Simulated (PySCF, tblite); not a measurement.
# C₁₆H₉I: electronic excitations, NMR shifts

Aim: compute the electronic excitations, NMR shifts of C₁₆H₉I (`Ic1cccc2c1C=C1C2=Cc2ccccc21`).

Computed with tblite 0.8.0 and PySCF 2.14.0 and routines of our own; the level stands in each step. Atoms count from 0.

## (1) The system as given

26 atoms, charge 0, multiplicity 1; geometry from: force field, distance geometry or constructed start.

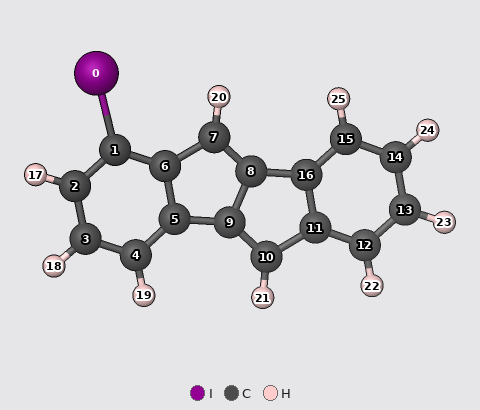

The starting geometry (iodine purple, carbon dark grey, hydrogen pink).

## (2) Optimising the geometry with GFN2-xTB

What the job is given:

```
{"job": {"kind": "relax", "xc": "GFN2-xTB", "basis": "xTB"}, "charge": 0, "multiplicity": 1}
I      3.846800    -2.466100     2.050900
C      3.299700    -0.885900     0.799100
C      4.321500    -0.108200     0.232000
C      4.006100     0.976900    -0.626000
C      2.680400     1.291100    -0.911200
C      1.691900     0.513000    -0.344400
C      1.981300    -0.577500     0.516300
C      0.717100    -1.204700     0.966900
C     -0.277300    -0.519400     0.393100
C      0.252300     0.552700    -0.420900
C     -0.739600     1.244200    -0.997900
C     -1.995300     0.610200    -0.545700
C     -3.301300     0.951200    -0.849100
C     -4.323700     0.183500    -0.295000
C     -4.043900    -0.894500     0.562000
C     -2.725300    -1.241600     0.880400
C     -1.719500    -0.477500     0.315200
H      5.362200    -0.325000     0.434100
H      4.812100     1.564000    -1.049200
H      2.439500     2.122200    -1.566400
H      0.627900    -2.051200     1.624500
H     -0.671300     2.094900    -1.654500
H     -3.520600     1.787900    -1.504300
H     -5.366100     0.423700    -0.519700
H     -4.861000    -1.474500     0.984600
H     -2.506700    -2.076000     1.533300
```

Started as:

```bash
$ OMP_NUM_THREADS=1 python large_run.py task.json out
```

One launch serves the whole session: the jobs run in the order shown.

What it wrote:

```text
step      E/eV     max force
  0   -1159.86656    1.318
  1   -1159.94175    0.425
  2   -1159.96226    0.284
  3   -1159.97263    0.246
  4   -1159.97847    0.212
  5   -1159.98324    0.172
  6   -1159.98652    0.134
  7   -1159.98946    0.102
  8   -1159.99130    0.079
  9   -1159.99219    0.051
 10   -1159.99258    0.037
 11   -1159.99280    0.041
 12   -1159.99299    0.036
 13   -1159.99316    0.034
 14   -1159.99331    0.035
 15   -1159.99343    0.032
 16   -1159.99356    0.028
 17   -1159.99371    0.033
 18   -1159.99381    0.028
 19   -1159.99386    0.016
```

It took 0.35 s on 1 thread of Arm Neoverse V1, shared host.

Relaxation path:

```csv
step,energy from step 0 (eV),largest force (eV/Å)
0,0.0000,1.3180
1,-0.0752,0.4246
2,-0.0957,0.2839
3,-0.1061,0.2458
4,-0.1119,0.2117
5,-0.1167,0.1721
6,-0.1200,0.1335
7,-0.1229,0.1024
8,-0.1247,0.0793
9,-0.1256,0.0511
10,-0.1260,0.0372
11,-0.1262,0.0412
12,-0.1264,0.0353
13,-0.1266,0.0333
14,-0.1268,0.0348
15,-0.1269,0.0324
16,-0.1270,0.0285
17,-0.1272,0.0331
18,-0.1273,0.0281
19,-0.1273,0.0158
```

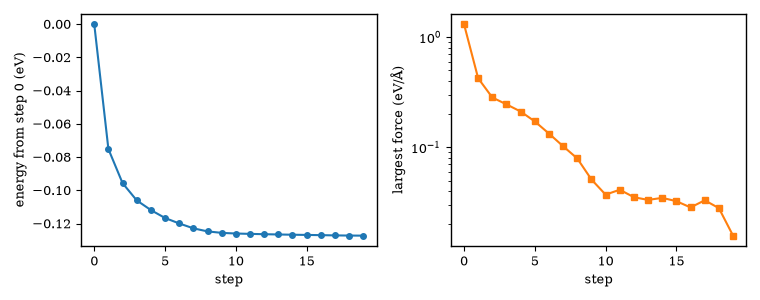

Energy and force, step by step.

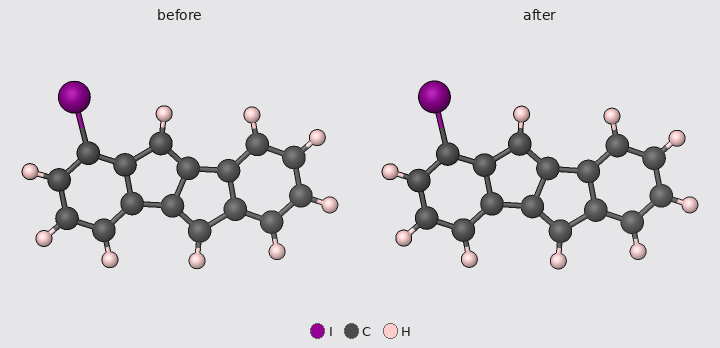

The geometry before (left) and after (right).

Close pairs (by a distance rule), those that changed most:

```csv
bond,before (Å),after (Å),change (Å)
C2–C3,1.419,1.382,-0.037
I0–C1,2.089,2.119,+0.031
C6–C7,1.481,1.457,-0.024
C13–C14,1.405,1.383,-0.023
C8–C9,1.447,1.465,+0.019
C10–C11,1.478,1.459,-0.019
C7–C8,1.337,1.351,+0.014
C13–H23,1.093,1.080,-0.013
```

The final coordinates are the input of the step that follows.

## (3) Electronic excitations: TDA CAM-B3LYP/def2-SVP

What the job is given:

```
{"job": {"kind": "uv", "basis": "def2-SVP", "grid": 1, "kgrid": 0, "vcut": 1.5, "nstates": 6, "ntriplets": 2, "tda": true, "delta": ["ip_vertical"], "pop": true, "xc": "CAM-B3LYP"}, "charge": 0, "multiplicity": 1}
I      3.839271    -2.481706     2.062238
C      3.315104    -0.869753     0.789910
C      4.328200    -0.100292     0.225358
C      4.017576     0.957364    -0.607815
C      2.693576     1.276413    -0.901330
C      1.694371     0.513522    -0.341822
C      1.995833    -0.579270     0.519637
C      0.754098    -1.200470     0.962087
C     -0.272018    -0.524168     0.400584
C      0.249672     0.564194    -0.430161
C     -0.771401     1.244014    -0.995006
C     -2.016720     0.624640    -0.554578
C     -3.325143     0.944887    -0.848839
C     -4.341809     0.177144    -0.285478
C     -4.050367    -0.883974     0.551475
C     -2.731209    -1.218147     0.857773
C     -1.718848    -0.466071     0.306406
H      5.360540    -0.330423     0.439464
H      4.817447     1.542657    -1.035445
H      2.458225     2.103797    -1.553179
H      0.714026    -2.048353     1.621804
H     -0.720004     2.092192    -1.654035
H     -3.561464     1.772536    -1.501359
H     -5.371343     0.416203    -0.507680
H     -4.856442    -1.464729     0.975115
H     -2.513800    -2.048641     1.512840
```

Level: TDA CAM-B3LYP/def2-SVP, vertical, gas phase, core orbitals frozen in the response, virtual orbitals cut by energy.

What it wrote:

```text
start: PBE on a coarse grid of 104483 points
cycle   1  E = -901.3203726960  dE = -1.807e+01  |g| = 4.926e+00  |ddm| = 1.494e+01
cycle   2  E = -574.8017637957  dE =  3.265e+02  |g| = 2.218e+01  |ddm| = 1.655e+02
cycle   3  E = -879.9495518404  dE = -3.051e+02  |g| = 6.531e+00  |ddm| = 1.649e+02
cycle   4  E = -893.1871013589  dE = -1.324e+01  |g| = 6.970e+00  |ddm| = 2.864e+01
cycle   5  E = -909.1205234681  dE = -1.593e+01  |g| = 2.254e+00  |ddm| = 2.181e+01
cycle   6  E = -906.4921416022  dE =  2.628e+00  |g| = 3.619e+00  |ddm| = 8.167e+00
cycle   7  E = -911.4180337863  dE = -4.926e+00  |g| = 7.306e-01  |ddm| = 4.997e+00
cycle   8  E = -911.2752400357  dE =  1.428e-01  |g| = 9.347e-01  |ddm| = 2.156e+00
cycle   9  E = -911.5642807161  dE = -2.890e-01  |g| = 1.868e-01  |ddm| = 1.509e+00
cycle  10  E = -911.5662365196  dE = -1.956e-03  |g| = 1.792e-01  |ddm| = 4.919e-01
cycle  11  E = -911.5740484413  dE = -7.812e-03  |g| = 9.129e-02  |ddm| = 3.217e-01
cycle  12  E = -911.5760995783  dE = -2.051e-03  |g| = 3.883e-02  |ddm| = 1.501e-01
cycle  13  E = -911.5764630831  dE = -3.635e-04  |g| = 1.697e-02  |ddm| = 6.445e-02
cycle  14  E = -911.5765268930  dE = -6.381e-05  |g| = 8.379e-03  |ddm| = 2.910e-02
final grid: 104483 points
cycle  15  E = -911.9987790238  dE = -1.281e-02  |g| = 3.398e-02  |ddm| = 7.846e-01
cycle  16  E = -911.9993390215  dE = -5.600e-04  |g| = 2.837e-02  |ddm| = 1.470e-01
cycle  17  E = -911.9995432306  dE = -2.042e-04  |g| = 1.292e-02  |ddm| = 5.313e-02
cycle  18  E = -911.9996083307  dE = -6.510e-05  |g| = 4.654e-03  |ddm| = 2.719e-02
cycle  19  E = -911.9996169345  dE = -8.604e-06  |g| = 1.385e-03  |ddm| = 8.504e-03
cycle  20  E = -911.9996174259  dE = -4.914e-07  |g| = 7.140e-04  |ddm| = 3.682e-03
cycle  21  E = -911.9996196520  dE = -2.226e-06  |g| = 3.237e-04  |ddm| = 2.407e-03
cycle  22  E = -911.9996203470  dE = -6.950e-07  |g| = 1.513e-04  |ddm| = 1.028e-03
cycle  23  E = -911.9996188315  dE =  1.516e-06  |g| = 6.080e-05  |ddm| = 5.668e-04
converged SCF energy = -911.9996188315
Vertical ionisation energy (delta-SCF) = 7.5640 eV   <S^2> = 0.769

Static polarisability (au): isotropic 214.161, principal 79.037 207.001 356.443

Singlet excitations
state   eV       nm        f      main configurations
  1   2.6344    470.6   0.00001   H->L 0.98
  2   3.5540    348.9   0.33791   H-1->L 0.84, H->L+1 0.11
  3   4.4092    281.2   0.00583   H-2->L 0.79, H->L+3 0.09
  4   4.7663    260.1   0.00142   H-1->L+2 0.57, H-2->L+2 0.33
  5   4.8091    257.8   0.10219   H-4->L 0.72, H->L+1 0.11
  6   5.0334    246.3   0.00004   H-3->L 0.96

Triplet excitations (Tamm-Dancoff, eV): 1.8879 2.1348
```

Wall time 93 s (1 thread of Arm Neoverse V1, shared host); peak memory 0.62 GiB.

The orbitals next to the gap, with their largest atomic shares:

```csv
orbital,eV,atoms
HOMO−4,-9.06,"C16 18 %, C13 17 %, C3 11 %"
HOMO−3,-8.72,I0 95 %
HOMO−2,-8.34,"I0 48 %, C12 7 %, C15 6 %"
HOMO−1,-7.40,"I0 13 %, C10 11 %, C7 10 %"
HOMO,-7.13,"C16 10 %, C11 10 %, C13 10 %"
LUMO,-1.63,"C10 18 %, C7 17 %, C8 8 %"
LUMO+1,0.22,"C4 16 %, C1 15 %, C15 12 %"
LUMO+2,0.52,"I0 55 %, C1 32 %"
LUMO+3,1.27,"C15 16 %, C12 16 %, C4 11 %"
```

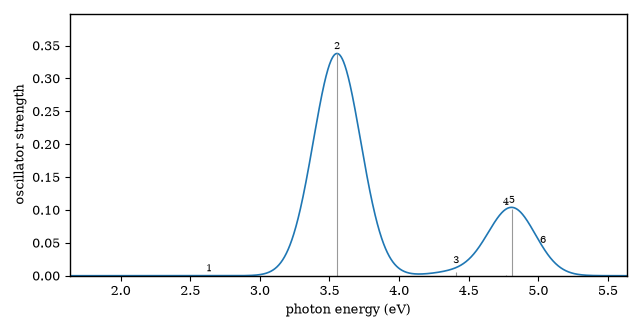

Absorption spectrum from the 6 singlet states computed; above the last one it falls off for lack of states. Lines are broadened to a width of 0.40 eV (Gaussian).

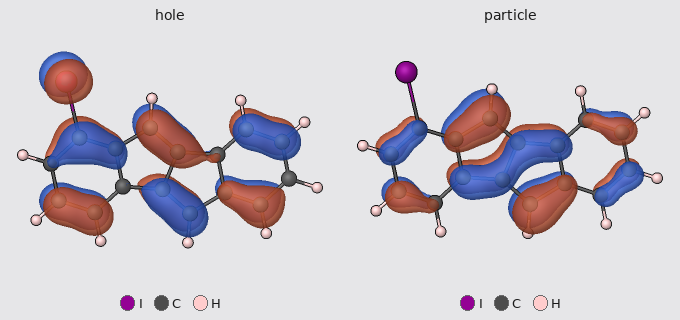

Leading natural transition orbitals of singlet state 2: the electron leaves the hole (left) for the particle orbital (right).

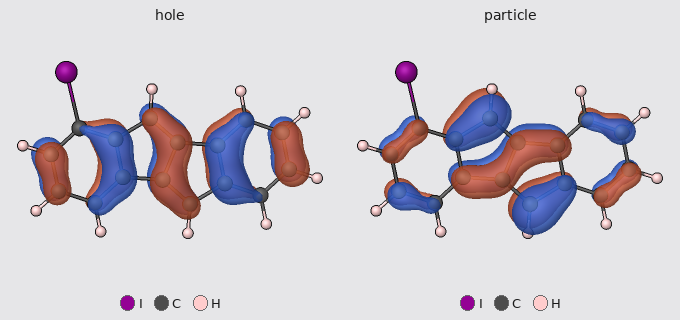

Leading natural transition orbitals of singlet state 1: the electron leaves the hole (left) for the particle orbital (right).

Ground-state properties from the same run:

```csv
property,computed
dipole moment (D),1.74
polarisability (Å³),31.74
HOMO–LUMO gap (eV),5.49
−ε(HOMO) (eV),7.13
```

Orbitals, density, ELF and potential are computed afterwards from the orbital file.

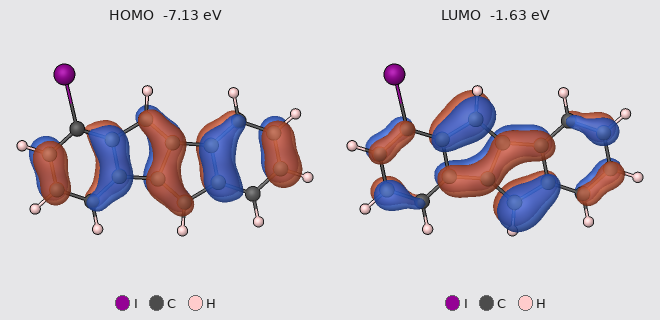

Frontier orbitals at CAM-B3LYP/def2-SVP; each surface holds 70 % of the orbital's density, blue and red mark the sign.

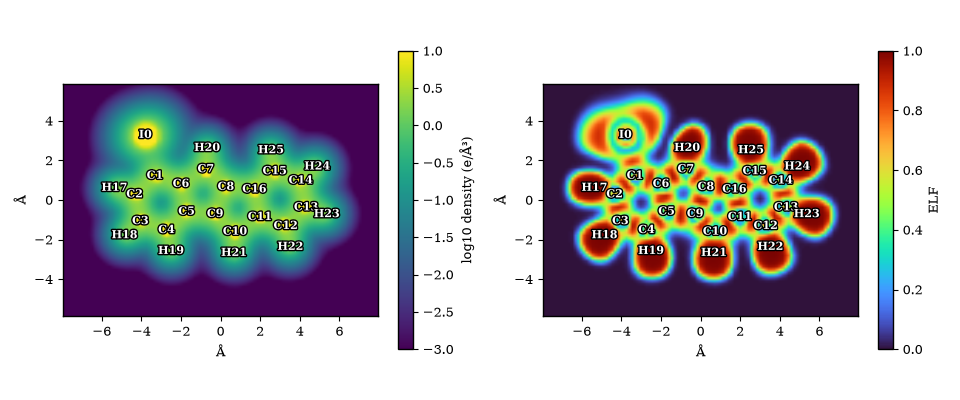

Density (left) and ELF (right) in a plane through or near 26 of the atoms.

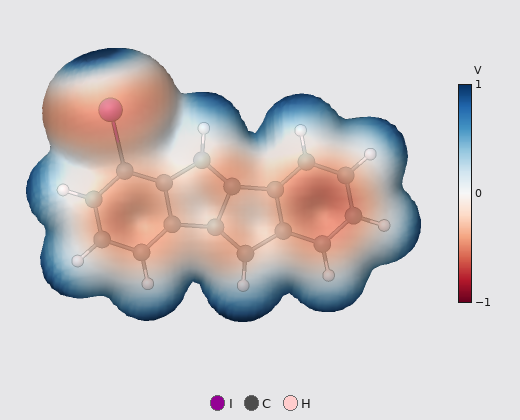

Electrostatic potential on the surface of density 0.002 e/bohr³; red is low, blue high. It runs from -0.53 V near C14 to 1.00 V near H21.

## (4) NMR shifts: GIAO PBE0/pcSseg-1 I:def2-SVP

The job, as its differences from that of step 3:

```diff
@@ -1,2 +1,2 @@
-{"job": {"kind": "uv", "basis": "def2-SVP", "grid": 1, "kgrid": 0, "vcut": 1.5, "nstates": 6, "ntriplets": 2, "tda": true, "delta": ["ip_vertical"], "pop": true, "xc": "CAM-B3LYP"}, "charge": 0, "multiplicity": 1}
+{"job": {"kind": "nmr", "xc": "PBE0", "basis": {"default": "pcSseg-1", "I": "def2-SVP"}, "pop": false}, "charge": 0, "multiplicity": 1}
 I      3.839271    -2.481706     2.062238
```

Method: GIAO PBE0/pcSseg-1 I:def2-SVP NMR shielding, scalar relativity only through core potentials, gas phase.

What it wrote:

```text
start: PBE on a coarse grid of 104483 points
cycle   1  E = -901.6385812813  dE = -1.791e+01  |g| = 5.001e+00  |ddm| = 1.634e+01
cycle   2  E = -591.0725372759  dE =  3.106e+02  |g| = 2.095e+01  |ddm| = 1.523e+02
cycle   3  E = -888.6251625010  dE = -2.976e+02  |g| = 5.655e+00  |ddm| = 1.519e+02
cycle   4  E = -889.6666761537  dE = -1.042e+00  |g| = 7.588e+00  |ddm| = 8.025e+01
cycle   5  E = -908.0357721253  dE = -1.837e+01  |g| = 2.926e+00  |ddm| = 7.822e+01
cycle   6  E = -906.7676392883  dE =  1.268e+00  |g| = 3.660e+00  |ddm| = 6.756e+00
cycle   7  E = -911.8127212220  dE = -5.045e+00  |g| = 6.512e-01  |ddm| = 5.149e+00
cycle   8  E = -911.6784559924  dE =  1.343e-01  |g| = 9.725e-01  |ddm| = 1.978e+00
cycle   9  E = -911.9209629451  dE = -2.425e-01  |g| = 2.545e-01  |ddm| = 1.288e+00
cycle  10  E = -911.9370487300  dE = -1.609e-02  |g| = 1.187e-01  |ddm| = 4.475e-01
cycle  11  E = -911.9405038970  dE = -3.455e-03  |g| = 4.166e-02  |ddm| = 1.816e-01
cycle  12  E = -911.9408472879  dE = -3.434e-04  |g| = 2.480e-02  |ddm| = 8.261e-02
cycle  13  E = -911.9410025436  dE = -1.553e-04  |g| = 1.082e-02  |ddm| = 3.853e-02
cycle  14  E = -911.9410339041  dE = -3.136e-05  |g| = 4.341e-03  |ddm| = 1.586e-02
final grid: 219347 points
cycle  15  E = -912.0057717399  dE = -9.680e-03  |g| = 3.725e-02  |ddm| = 7.780e-01
cycle  16  E = -912.0056498588  dE =  1.219e-04  |g| = 4.190e-02  |ddm| = 1.029e-01
cycle  17  E = -912.0061014285  dE = -4.516e-04  |g| = 1.338e-02  |ddm| = 7.622e-02
cycle  18  E = -912.0061457113  dE = -4.428e-05  |g| = 3.494e-03  |ddm| = 1.895e-02
cycle  19  E = -912.0061504465  dE = -4.735e-06  |g| = 1.288e-03  |ddm| = 5.914e-03
cycle  20  E = -912.0061492879  dE =  1.159e-06  |g| = 6.449e-04  |ddm| = 2.317e-03
cycle  21  E = -912.0061495397  dE = -2.518e-07  |g| = 2.473e-04  |ddm| = 1.098e-03
cycle  22  E = -912.0061514626  dE = -1.923e-06  |g| = 7.482e-05  |ddm| = 4.207e-04
converged SCF energy = -912.0061514626

GIAO shielding tensors (ppm)
atom      isotropic    diamagn.    paramagn.     s11        s22        s33       span
  0 I          nan         nan         nan        nan        nan        nan        nan
  1 C       51.028     253.983    -202.955    -24.003     57.991    119.097    143.099
  2 C       45.340     249.523    -204.182    -55.003     48.513    142.511    197.514
  3 C       53.287     257.379    -204.092    -50.148     43.564    166.445    216.593
  4 C       60.191     245.054    -184.863    -34.660     40.357    174.877    209.538
  5 C       43.181     253.197    -210.016    -45.058     26.891    147.710    192.768
  6 C       27.411     256.060    -228.649    -48.896     20.347    110.782    159.678
  7 C       50.178     250.704    -200.526    -31.457     46.782    135.210    166.667
  8 C       30.259     250.855    -220.595    -44.312     33.038    102.051    146.363
  9 C       30.307     252.484    -222.177    -41.774     36.860     95.834    137.608
 10 C       49.352     250.256    -200.903    -32.180     40.841    139.396    171.576
 11 C       31.144     259.877    -228.733    -47.274     16.065    124.640    171.913
 12 C       57.341     244.661    -187.320    -37.731     40.174    169.579    207.310
 13 C       52.760     253.638    -200.879    -54.042     39.295    173.026    227.068
 14 C       52.920     254.115    -201.195    -53.990     40.048    172.702    226.692
 15 C       58.153     244.961    -186.808    -38.599     38.284    174.773    213.372
 16 C       45.391     252.696    -207.305    -45.273     27.607    153.840    199.113
 17 H       24.694      29.147      -4.453     19.936     23.070     31.077     11.141
 18 H       24.989      27.882      -2.893     22.298     25.553     27.117      4.818
 19 H       24.780      33.025      -8.244     21.755     24.795     27.791      6.036
 20 H       25.147      32.922      -7.775     21.885     21.980     31.576      9.692
 21 H       25.361      34.860      -9.499     24.025     24.210     27.847      3.822
 22 H       24.791      30.942      -6.150     22.226     24.449     27.699      5.472
 23 H       24.755      26.822      -2.067     22.419     25.089     26.757      4.338
 24 H       24.770      27.465      -2.695     22.391     24.888     27.032      4.642
 25 H       24.544      32.461      -7.917     21.467     23.788     28.378      6.911
```

It took 65 s on 1 thread of Arm Neoverse V1, shared host; peak memory 0.79 GiB.

The references, computed at this level on geometries of the same kind, shield at (ppm): $^{1}$H TMS 31.72, $^{13}$C TMS 186.9. Their shielding less the atom's gives the shift. The references are single molecules in the gas phase.

```csv
atoms,environment,σ (ppm),δ (ppm)
C6,substituted aromatic carbon,27.4,159.5
C8,fully substituted alkene carbon,30.3,156.7
C9,fully substituted alkene carbon,30.3,156.6
C11,substituted aromatic carbon,31.1,155.8
C5,substituted aromatic carbon,43.2,143.7
C2,aromatic CH,45.3,141.6
C16,substituted aromatic carbon,45.4,141.5
C10,alkene CH,49.4,137.6
C7,alkene CH,50.2,136.7
C1,substituted aromatic carbon,51.0,135.9
C13,aromatic CH,52.8,134.2
C14,aromatic CH,52.9,134.0
C3,aromatic CH,53.3,133.6
C12,aromatic CH,57.3,129.6
C15,aromatic CH,58.2,128.8
C4,aromatic CH,60.2,126.7
H25,hydrogen on an aromatic CH,24.54,7.17
H17,hydrogen on an aromatic CH,24.69,7.02
H23,hydrogen on an aromatic CH,24.76,6.96
H24,hydrogen on an aromatic CH,24.77,6.95
H19,hydrogen on an aromatic CH,24.78,6.94
H22,hydrogen on an aromatic CH,24.79,6.93
H18,hydrogen on an aromatic CH,24.99,6.73
H20,hydrogen on an alkene CH,25.15,6.57
H21,hydrogen on an alkene CH,25.36,6.36
```

Atoms past Kr carry core potentials, so their printed shieldings have no meaning and are left out of the table.

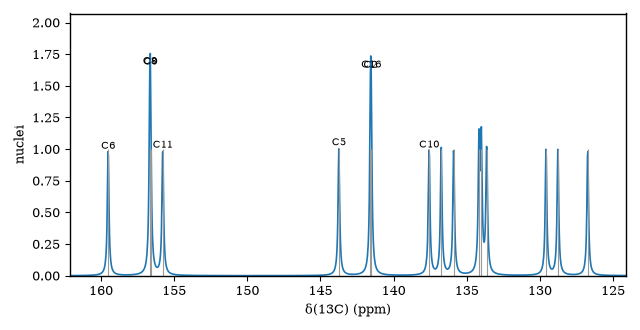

$^{13}$C lines at the computed shifts, without couplings. Lines are broadened to a width of 0.13 ppm (Lorentzian).

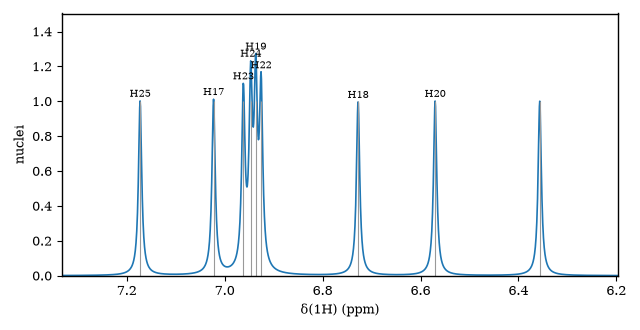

$^{1}$H lines at the computed shifts, without couplings. Lines are broadened to a width of 0.01 ppm (Lorentzian).

Ring of atoms C1, C2, C3, C4, C5, C6: NICS(0) -2.8, NICS(1) -6.0, NICS(1)zz -10.9 ppm (means of both faces).

Ring of atoms C5, C6, C7, C8, C9: NICS(0) 11.9, NICS(1) 5.6, NICS(1)zz 26.6 ppm (means of both faces).

Ring of atoms C8, C9, C10, C11, C16: NICS(0) 12.8, NICS(1) 6.3, NICS(1)zz 28.1 ppm (means of both faces).

## (5) Summary of results

| quantity | value |
| --- | --- |
| lowest singlet (CAM-B3LYP/def2-SVP) | 2.63 eV (471 nm), f = 0.000 |
| brightest single state of those computed | state 2, 3.55 eV, f = 0.338 |
| lowest triplet | 1.89 eV |
| surface potential, least and greatest | -0.53 V and 1.00 V |
| $^{13}$C shifts against TMS (PBE0/def2-SVP+pcSseg-1) | 159.5, 156.7, 156.6, 155.8, 143.7, 141.6, 141.5, 137.6, 136.7, 135.9, 134.2, 134.0, 133.6, 129.6 ppm and more |
| $^{1}$H shifts against TMS (PBE0/def2-SVP+pcSseg-1) | 7.17, 7.02, 6.96, 6.95, 6.94, 6.93, 6.73, 6.57, 6.36 ppm |

In words: The lowest singlet, at 2.63 eV, is HOMO→LUMO 0.98 and is dark; of the 6 states computed, the strongest absorption comes from state 2 at 3.55 eV. The lowest triplet lies 0.75 eV below the lowest singlet. Spin-orbit coupling, left out, mixes singlets and triplets in elements this heavy. By nearest atom (CAM-B3LYP/def2-SVP), the HOMO sits on 7 C atoms about 9 % each; C2, C14 about 7 % each and the LUMO on C7, C10 about 15 % each; C8, C9 about 8 % each. C1 stands next to heavy halogen, whose spin-orbit shielding this run leaves out, so the computed shift lies too far downfield, most of all for carbon beside Br or I. NICS(1)zz of 27 ppm above the planar ring from C5 marks a paratropic (antiaromatic) ring current. NICS(1)zz of 28 ppm above the planar ring from C8 marks a paratropic (antiaromatic) ring current.
